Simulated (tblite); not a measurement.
# Geometry relaxation of Si₂₆H₄₀ (part 1 of 2)

The run: geometry relaxation of Si₂₆H₄₀. Method and program: GFN2-xTB geometry optimisation, gas phase (tblite 0.8.0).

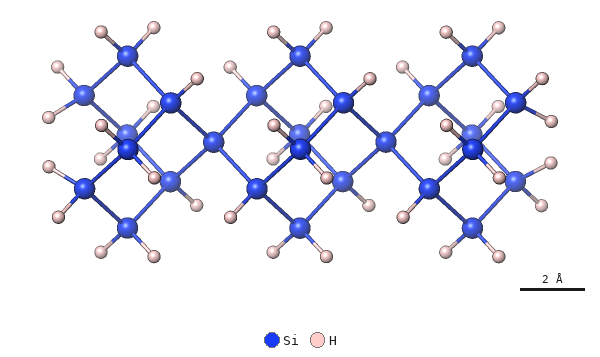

Figure 1. The starting structure (ball-and-stick view, seen at a tilt). Bond lengths as drawn: H–Si 1.43 to 1.45 Å and Si–Si 2.35 to 2.36 Å.

## Key numbers

| quantity | value |
| --- | --- |
| outcome | converged |
| total energy | −1768.1884 eV |
| HOMO | −8.97 eV |
| LUMO | −6.15 eV |
| point group | D2d |
| dipole moment | 0.01 D |
| hardware | 4 CPU threads, shared host |
| wall time | 18 s (CPU time 25 s) |
| peak memory | 0.14 GiB |

## Input file
```
{"job": {"kind": "relax", "xc": "GFN2-xTB", "basis": "xTB"}, "charge": 0, "multiplicity": 1}
Si    -5.426100    -2.717300    -0.001600
Si    -5.434200     2.718100    -0.006900
Si    -2.710300    -0.002300     0.001000
Si    -5.431700     0.004400    -2.721700
Si    -4.074200    -1.358900    -1.354400
Si    -6.792100     1.357300    -1.360400
Si    -5.430900     0.001700     2.712200
Si    -4.069800     1.360500     1.359200
Si    -6.786100    -1.359800     1.357300
Si     5.428200    -2.716300     0.001600
Si    -0.002100    -2.716700    -0.002100
Si     5.428500     2.713500    -0.000000
Si     5.427600     0.000700    -2.710500
Si     6.791000    -1.358300    -1.360500
Si     4.071000     1.362900    -1.357600
Si    -0.001900     2.716100     0.006300
Si     2.715900     0.001900     0.000900
Si    -0.001100    -0.003400    -2.716500
Si     1.357200    -1.355900    -1.355300
Si    -1.354900     1.358700    -1.355100
Si     5.428700     0.003800     2.717000
Si     6.787900     1.359300     1.357500
Si     4.076600    -1.353100     1.364300
Si    -0.004200    -0.004300     2.714000
Si     1.358300     1.360400     1.358600
Si    -1.363800    -1.358600     1.360200
H     -6.261700    -3.544600    -0.832100
H     -4.600200    -3.546300     0.832600
H     -4.599000     3.547300    -0.833400
H     -6.261300     3.547300     0.834800
H     -4.596000     0.832000    -3.548000
H     -6.264300    -0.830100    -3.546700
H     -3.242900    -2.189000    -2.191000
H     -7.906700     0.716500    -0.714100
H     -7.618900     2.190900    -2.192400
H     -4.599100    -0.829200     3.544000
H     -6.263200     0.831500     3.542800
H     -3.241000     2.191600     2.186500
H     -7.619000    -2.193000     2.189000
H     -7.913600    -0.714400     0.719000
H      4.599500    -3.549200    -0.827600
H      6.268300    -3.552500     0.835100
H     -0.826500    -3.545900    -0.835000
H      0.834000    -3.547400     0.829600
H      6.258700     3.548600    -0.829000
H      4.597700     3.548500     0.828000
H      6.264800     0.831500    -3.547500
H      4.599300    -0.828800    -3.544600
H      7.621700    -2.188700    -2.188900
H      7.910700    -0.717100    -0.715800
H      3.241000     2.181800    -2.186000
H      0.838000     3.548200    -0.831700
H     -0.831800     3.546500     0.831500
H      0.828000     0.829800    -3.549900
H     -0.830700    -0.832300    -3.545400
H      2.188600    -2.186100    -2.188500
H     -2.182500     2.183400    -2.191000
H      6.265100    -0.823800     3.546200
H      4.599700     0.830700     3.550900
H      7.907900     0.719800     0.716800
H      7.616300     2.190000     2.190600
H      3.245800    -2.189400     2.187200
H      0.833100    -0.830700     3.547700
H     -0.831600     0.834900     3.548000
H      2.194800     2.192400     2.191100
H     -2.194000    -2.187300     2.190400
```

The first line tells a small driver script what to run in tblite; the rest is the geometry in Å.

Run as:
```bash
OMP_NUM_THREADS=4 python <driver script> task.json out
```

## What the program printed
```
step      E/eV     max force
  0   -1766.90258    1.310
  1   -1767.33223    0.637
  2   -1767.49339    0.422
  3   -1767.54422    0.418
  4   -1767.68464    0.452
  5   -1767.80428    0.526
  6   -1767.89122    0.340
  7   -1767.91923    0.239
  8   -1767.93586    0.193
  9   -1767.96353    0.237
 10   -1767.99805    0.264
 11   -1768.03093    0.319
 12   -1768.05424    0.265
 13   -1768.07037    0.147
 14   -1768.08269    0.154
 15   -1768.09289    0.166
 16   -1768.10073    0.155
 17   -1768.10780    0.165
 18   -1768.11612    0.140
 19   -1768.12478    0.166
 20   -1768.13141    0.171
 21   -1768.13581    0.127
 22   -1768.13909    0.081
 23   -1768.14211    0.079
 24   -1768.14537    0.102
 25   -1768.14897    0.132
 26   -1768.15326    0.128
 27   -1768.15846    0.116
 28   -1768.16382    0.103
 29   -1768.16794    0.079
 30   -1768.17056    0.072
 31   -1768.17241    0.070
 32   -1768.17394    0.060
 33   -1768.17521    0.058
 34   -1768.17622    0.051
 35   -1768.17710    0.059
 36   -1768.17804    0.062
 37   -1768.17914    0.065
 38   -1768.18040    0.065
 39   -1768.18176    0.062
 40   -1768.18300    0.058
 41   -1768.18392    0.046
 42   -1768.18452    0.037
 43   -1768.18498    0.036
 44   -1768.18547    0.036
 45   -1768.18606    0.041
 46   -1768.18670    0.040
 47   -1768.18723    0.040
 48   -1768.18762    0.038
 49   -1768.18794    0.025
 50   -1768.18819    0.021
 51   -1768.18837    0.014
```

## Trajectory as extended XYZ (Å, eV, eV/Å), 7 of the 24 frames kept, from step=0 to step=51
```
66
Properties=species:S:1:pos:R:3:forces:R:3 step=0 energy=-1766.90258
Si   -5.4261   -2.7173   -0.0016   -0.2920   1.2060  -0.1180
Si   -5.4342    2.7181   -0.0069   -0.2120  -1.2140   0.2260
Si   -2.7103   -0.0023    0.0010   -0.0380   0.0500  -0.0140
Si   -5.4317    0.0044   -2.7217   -0.2020  -0.1850   1.2810
Si   -4.0742   -1.3589   -1.3544   -0.7290   0.3890   0.2500
Si   -6.7921    1.3573   -1.3604    0.9160   0.3460  -0.3420
Si   -5.4309    0.0017    2.7122   -0.1980   0.1150  -1.1710
Si   -4.0698    1.3605    1.3592   -0.8370  -0.3740  -0.4550
Si   -6.7861   -1.3598    1.3573    0.7340  -0.3020   0.2910
Si    5.4282   -2.7163    0.0016    0.3750   1.1280   0.2310
Si   -0.0021   -2.7167   -0.0021    0.0690   1.0330   0.1070
Si    5.4285    2.7135    0.0000    0.2360  -1.1270  -0.1180
Si    5.4276    0.0007   -2.7105    0.3200   0.2050   1.0910
Si    6.7910   -1.3583   -1.3605   -0.9010  -0.3150  -0.2460
Si    4.0710    1.3629   -1.3576    0.8530  -0.4900   0.4450
Si   -0.0019    2.7161    0.0063    0.1630  -0.9320  -0.1790
Si    2.7159    0.0019    0.0009   -0.0320  -0.0040   0.0180
Si   -0.0011   -0.0034   -2.7165    0.0540   0.0810   1.0400
Si    1.3572   -1.3559   -1.3553   -0.8030   0.3530   0.3520
Si   -1.3549    1.3587   -1.3551    0.8580  -0.4220   0.3760
Si    5.4287    0.0038    2.7170    0.2760  -0.1230  -1.1760
Si    6.7879    1.3593    1.3575   -0.8840   0.3220   0.3330
Si    4.0766   -1.3531    1.3643    0.7450   0.3260  -0.4350
Si   -0.0042   -0.0043    2.7140    0.0310   0.0710  -0.9210
Si    1.3583    1.3604    1.3586   -0.7830  -0.3640  -0.2870
Si   -1.3638   -1.3586    1.3602    0.8990   0.3280  -0.4070
H    -6.2617   -3.5446   -0.8321   -0.2190  -0.4850  -0.2190
H    -4.6002   -3.5463    0.8326    0.2370  -0.4300   0.2850
H    -4.5990    3.5473   -0.8334    0.2170   0.4160  -0.2760
H    -6.2613    3.5473    0.8348   -0.1920   0.4520   0.1800
H    -4.5960    0.8320   -3.5480    0.2250   0.2800  -0.4230
H    -6.2643   -0.8301   -3.5467   -0.2250  -0.2250  -0.4960
H    -3.2429   -2.1890   -2.1910    0.4210  -0.3100  -0.3100
H    -7.9067    0.7165   -0.7141   -0.1600  -0.3740   0.3700
H    -7.6189    2.1909   -2.1924   -0.2070   0.5630  -0.5650
H    -4.5991   -0.8292    3.5440    0.2000  -0.2530   0.3920
H    -6.2632    0.8315    3.5428   -0.2270   0.2230   0.4850
H    -3.2410    2.1916    2.1865    0.4880   0.3790   0.3800
H    -7.6190   -2.1930    2.1890   -0.1520  -0.5320   0.5310
H    -7.9136   -0.7144    0.7190   -0.0300   0.3030  -0.3100
H     4.5995   -3.5492   -0.8276   -0.2270  -0.4110  -0.2720
H     6.2683   -3.5525    0.8351    0.1110  -0.3680   0.1110
H    -0.8265   -3.5459   -0.8350   -0.2940  -0.4920  -0.2380
H     0.8340   -3.5474    0.8296    0.2070  -0.4090   0.1610
H     6.2587    3.5486   -0.8290    0.2210   0.4700  -0.2170
H     4.5977    3.5485    0.8280   -0.2080   0.3890   0.2640
H     6.2648    0.8315   -3.5475    0.1440   0.1480  -0.4010
H     4.5993   -0.8288   -3.5446   -0.2190  -0.2690  -0.4020
H     7.6217   -2.1887   -2.1889    0.2100  -0.5880  -0.5930
H     7.9107   -0.7171   -0.7158    0.1100   0.3550   0.3530
H     3.2410    2.1818   -2.1860   -0.5590   0.4530  -0.4490
H     0.8380    3.5482   -0.8317    0.1320   0.3370  -0.0850
H    -0.8318    3.5465    0.8315   -0.2970   0.5020   0.2450
H     0.8280    0.8298   -3.5499    0.2310   0.1760  -0.4260
H    -0.8307   -0.8323   -3.5454   -0.2900  -0.2360  -0.4820
H     2.1886   -2.1861   -2.1885    0.4320  -0.3330  -0.3290
H    -2.1825    2.1834   -2.1910   -0.4790   0.3770  -0.3680
H     6.2651   -0.8238    3.5462    0.2260  -0.2250   0.4830
H     4.5997    0.8307    3.5509   -0.2310   0.2880   0.4180
H     7.9079    0.7198    0.7168    0.1430  -0.3750  -0.3740
H     7.6163    2.1900    2.1906    0.1930   0.5740   0.5700
H     3.2458   -2.1894    2.1872   -0.4730  -0.3560   0.3650
H     0.8331   -0.8307    3.5477    0.2130  -0.1700   0.4140
H    -0.8316    0.8349    3.5480   -0.2000   0.1410   0.3950
H     2.1948    2.1924    2.1911    0.3840   0.2870   0.2930
H    -2.1940   -2.1873    2.1904   -0.4700  -0.3720   0.3680
66
Properties=species:S:1:pos:R:3:forces:R:3 step=4 energy=-1767.68464
Si   -5.4534   -2.6657   -0.0066   -0.0370  -0.3950   0.0140
Si   -5.4525    2.6664    0.0068   -0.0980   0.4140  -0.0890
Si   -2.7118    0.0016   -0.0004    0.0370  -0.0200   0.0070
Si   -5.4513   -0.0076   -2.6667   -0.1060   0.0830  -0.4320
Si   -4.1045   -1.3469   -1.3530    0.2040  -0.1180  -0.0090
Si   -6.7813    1.4031   -1.4043   -0.2520   0.1140  -0.1090
Si   -5.4531    0.0084    2.6627   -0.0700  -0.0350   0.3940
Si   -4.1051    1.3534    1.3462    0.2390   0.0500   0.1250
Si   -6.7817   -1.4026    1.4010   -0.2250  -0.1170   0.1370
Si    5.4565   -2.6671    0.0099    0.0330  -0.3850  -0.0610
Si   -0.0002   -2.6830    0.0009   -0.0030  -0.4190  -0.0310
Si    5.4523    2.6686   -0.0064    0.0540   0.3650   0.0270
Si    5.4548    0.0078   -2.6650    0.0520  -0.0630  -0.3590
Si    6.7808   -1.4039   -1.4000    0.2760  -0.1050  -0.1510
Si    4.1040    1.3485   -1.3488   -0.2190   0.1100  -0.0860
Si    0.0026    2.6852    0.0014   -0.0310   0.3730   0.0360
Si    2.7107    0.0006    0.0032   -0.0070  -0.0010  -0.0070
Si    0.0003   -0.0007   -2.6829   -0.0010  -0.0220  -0.4190
Si    1.3227   -1.3500   -1.3493    0.2480  -0.1020  -0.1060
Si   -1.3180    1.3501   -1.3497   -0.2750   0.1270  -0.1050
Si    5.4537   -0.0032    2.6689    0.0420   0.0160   0.3740
Si    6.7802    1.4041    1.4023    0.2520   0.1240   0.1160
Si    4.1065   -1.3501    1.3492   -0.1950  -0.0510   0.1160
Si    0.0003    0.0014    2.6838   -0.0290  -0.0420   0.3870
Si    1.3227    1.3519    1.3561    0.2580   0.1240   0.0620
Si   -1.3229   -1.3549    1.3526   -0.2840  -0.0650   0.1250
H    -6.2650   -3.5815   -0.8342    0.0890   0.0050   0.1110
H    -4.6077   -3.5605    0.8296   -0.1870   0.1490  -0.1870
H    -4.6085    3.5604   -0.8301   -0.1760  -0.1360   0.1760
H    -6.2634    3.5816    0.8337    0.0770   0.0060  -0.1010
H    -4.6055    0.8285   -3.5612   -0.1850  -0.1810   0.1440
H    -6.2667   -0.8313   -3.5830    0.0920   0.1090   0.0070
H    -3.2217   -2.1956   -2.1975   -0.0710   0.1150   0.1130
H    -7.8732    0.6966   -0.6951    0.2840   0.0970  -0.1000
H    -7.6222    2.2488   -2.2506    0.0120   0.1760  -0.1760
H    -4.6077   -0.8259    3.5571   -0.1730   0.1730  -0.1350
H    -6.2666    0.8334    3.5786    0.0870  -0.1060  -0.0030
H    -3.2187    2.1995    2.1946   -0.0960  -0.1350  -0.1350
H    -7.6189   -2.2505    2.2465   -0.0020  -0.1910   0.1950
H    -7.8751   -0.6967    0.7000    0.2510  -0.0730   0.0670
H     4.6087   -3.5608   -0.8231    0.1760   0.1360   0.1680
H     6.2669   -3.5832    0.8327   -0.0590  -0.0220  -0.0790
H    -0.8332   -3.5759   -0.8308    0.0840   0.0220   0.1560
H     0.8377   -3.5756    0.8246   -0.0720   0.0030  -0.1330
H     6.2634    3.5842   -0.8319   -0.0750   0.0080   0.0970
H     4.6052    3.5613    0.8264    0.1690  -0.1270  -0.1620
H     6.2657    0.8317   -3.5804   -0.0640  -0.0860  -0.0180
H     4.6073   -0.8257   -3.5572    0.1710   0.1640   0.1270
H     7.6228   -2.2475   -2.2481   -0.0180  -0.1790  -0.1750
H     7.8747   -0.6972   -0.6960   -0.2760  -0.0870  -0.0840
H     3.2151    2.1944   -2.1975    0.1100  -0.1450   0.1470
H     0.8390    3.5746   -0.8237   -0.0580   0.0150   0.1220
H    -0.8374    3.5771    0.8274    0.0920  -0.0220  -0.1550
H     0.8335    0.8250   -3.5784   -0.0720  -0.1390   0.0090
H    -0.8371   -0.8288   -3.5749    0.0860   0.1510   0.0240
H     2.2087   -2.1931   -2.1946   -0.0630   0.1090   0.1130
H    -2.2045    2.1921   -2.1980    0.0750  -0.1150   0.1240
H     6.2695   -0.8272    3.5831   -0.0850   0.1020   0.0020
H     4.6070    0.8295    3.5645    0.1810  -0.1760  -0.1420
H     7.8736    0.6988    0.6960   -0.2780   0.0900   0.0910
H     7.6184    2.2498    2.2497    0.0020   0.1890   0.1850
H     3.2223   -2.1973    2.1969    0.0870   0.1260  -0.1260
H     0.8362   -0.8253    3.5753   -0.0700   0.1350  -0.0010
H    -0.8353    0.8276    3.5750    0.0640  -0.1310   0.0030
H     2.2116    2.1963    2.1960   -0.0630  -0.1070  -0.1010
H    -2.2147   -2.1955    2.1979    0.0890   0.1230  -0.1260
66
Properties=species:S:1:pos:R:3:forces:R:3 step=8 energy=-1767.93586
Si   -5.4846   -2.6743   -0.0089   -0.0090  -0.0040  -0.0050
Si   -5.4834    2.6762    0.0073   -0.0190   0.0030  -0.0020
Si   -2.7084    0.0017   -0.0005   -0.0170  -0.0190   0.0060
Si   -5.4842   -0.0076   -2.6759   -0.0110   0.0000   0.0040
Si   -4.1096   -1.3498   -1.3516   -0.1330   0.0700   0.0770
Si   -6.8070    1.4642   -1.4633    0.1380   0.0650  -0.0770
Si   -5.4843    0.0097    2.6729   -0.0100   0.0000   0.0090
Si   -4.1098    1.3523    1.3494   -0.1330  -0.0820  -0.0790
Si   -6.8082   -1.4621    1.4629    0.1460  -0.0750   0.0570
Si    5.4872   -2.6752    0.0093    0.0050  -0.0090   0.0170
Si    0.0004   -2.7083   -0.0003   -0.0040   0.0330   0.0140
Si    5.4826    2.6788   -0.0086    0.0070  -0.0030  -0.0040
Si    5.4865    0.0064   -2.6738   -0.0090   0.0270  -0.0080
Si    6.8094   -1.4638   -1.4610   -0.1510  -0.0590  -0.0780
Si    4.1085    1.3499   -1.3514    0.1420  -0.0660   0.0880
Si    0.0014    2.7077    0.0020    0.0020  -0.0160  -0.0170
Si    2.7069   -0.0006    0.0035    0.0570   0.0050  -0.0190
Si    0.0008   -0.0012   -2.7085    0.0000   0.0070   0.0310
Si    1.3243   -1.3580   -1.3576   -0.0270   0.0450   0.0470
Si   -1.3212    1.3588   -1.3586    0.0260  -0.0540   0.0510
Si    5.4839   -0.0069    2.6778    0.0190   0.0040  -0.0010
Si    6.8076    1.4655    1.4630   -0.1630   0.0670   0.0720
Si    4.1116   -1.3525    1.3506    0.1320   0.0960  -0.0470
Si    0.0004    0.0008    2.7081   -0.0120  -0.0100  -0.0200
Si    1.3243    1.3595    1.3611   -0.0230  -0.0500  -0.0520
Si   -1.3242   -1.3600    1.3611    0.0170   0.0540  -0.0700
H    -6.2576   -3.6174   -0.8211   -0.0740  -0.0650  -0.0390
H    -4.6392   -3.5546    0.8010    0.0850  -0.0800   0.0480
H    -4.6397    3.5562   -0.8034    0.0930   0.0880  -0.0530
H    -6.2573    3.6176    0.8196   -0.0790   0.0740   0.0450
H    -4.6382    0.8009   -3.5558    0.0910   0.0560  -0.0870
H    -6.2583   -0.8180   -3.6186   -0.0800  -0.0470  -0.0720
H    -3.2137   -2.1834   -2.1855   -0.0410   0.0410   0.0420
H    -7.7993    0.6982   -0.6979   -0.0510   0.1200  -0.1190
H    -7.6226    2.3268   -2.3288   -0.0200  -0.0140   0.0170
H    -4.6380   -0.7995    3.5527    0.0850  -0.0480   0.0840
H    -6.2596    0.8211    3.6142   -0.0750   0.0430   0.0730
H    -3.2135    2.1856    2.1810   -0.0320  -0.0320  -0.0290
H    -7.6185   -2.3305    2.3272   -0.0270   0.0190  -0.0140
H    -7.8016   -0.6965    0.6979   -0.0500  -0.1260   0.1260
H     4.6396   -3.5552   -0.7967   -0.0930  -0.0900  -0.0630
H     6.2602   -3.6181    0.8210    0.0800  -0.0700   0.0450
H    -0.8298   -3.6045   -0.8048   -0.0680  -0.0950  -0.0130
H     0.8333   -3.6055    0.8014    0.0610  -0.0890   0.0110
H     6.2586    3.6207   -0.8213    0.0590   0.0580  -0.0270
H     4.6347    3.5573    0.8024   -0.0700   0.0720   0.0340
H     6.2597    0.8204   -3.6161    0.0690   0.0310  -0.0600
H     4.6374   -0.8006   -3.5532   -0.0770  -0.0500  -0.0810
H     7.6210   -2.3273   -2.3276    0.0360   0.0050   0.0090
H     7.8003   -0.6970   -0.6955    0.0590  -0.1200  -0.1190
H     3.2097    2.1822   -2.1843    0.0480  -0.0470   0.0430
H     0.8344    3.6054   -0.7995    0.0600   0.0850  -0.0090
H    -0.8316    3.6059    0.8017   -0.0670   0.0920   0.0170
H     0.8308    0.8010   -3.6077    0.0640   0.0100  -0.0910
H    -0.8332   -0.8044   -3.6027   -0.0650  -0.0140  -0.0930
H     2.2201   -2.1841   -2.1842    0.0530  -0.0180  -0.0160
H    -2.2159    2.1838   -2.1868   -0.0540   0.0240  -0.0190
H     6.2631   -0.8164    3.6197    0.0600  -0.0320   0.0580
H     4.6380    0.8036    3.5586   -0.0740   0.0350   0.0700
H     7.7996    0.6987    0.6963    0.0450   0.1330   0.1320
H     7.6196    2.3311    2.3297    0.0220  -0.0240  -0.0250
H     3.2150   -2.1844    2.1854    0.0430   0.0370  -0.0420
H     0.8320   -0.8017    3.6051    0.0670  -0.0150   0.0950
H    -0.8322    0.8027    3.6049   -0.0650   0.0140   0.0930
H     2.2205    2.1852    2.1867    0.0550   0.0220   0.0230
H    -2.2224   -2.1852    2.1866   -0.0440  -0.0150   0.0150
```
